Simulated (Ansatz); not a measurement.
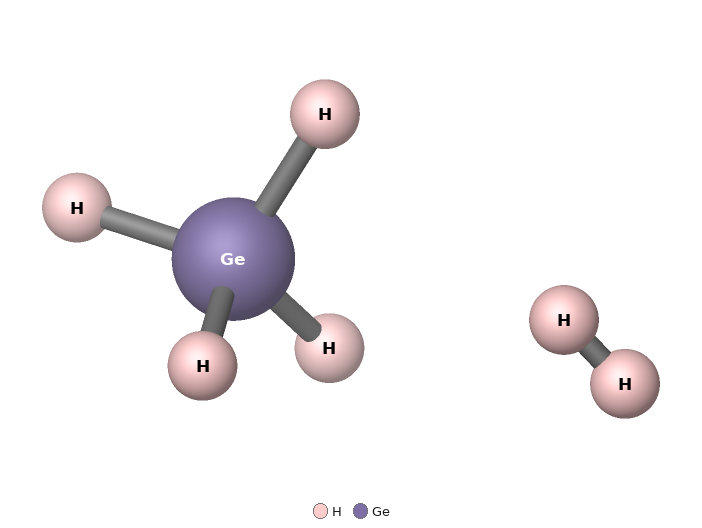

The geometry was computed by an optimisation with PBE-D4/def2-SVP. No frequency run is at hand to confirm it as a minimum. Properties computed with RKS PBE-D4/def2-SVP (Ansatz 0.2.0).

What does the calculation give?

The species is GeH₆ (`[GeH4].[H][H]`).
- dipole moment: 0.04 D
- dispersion correction: −5.8 kJ/mol
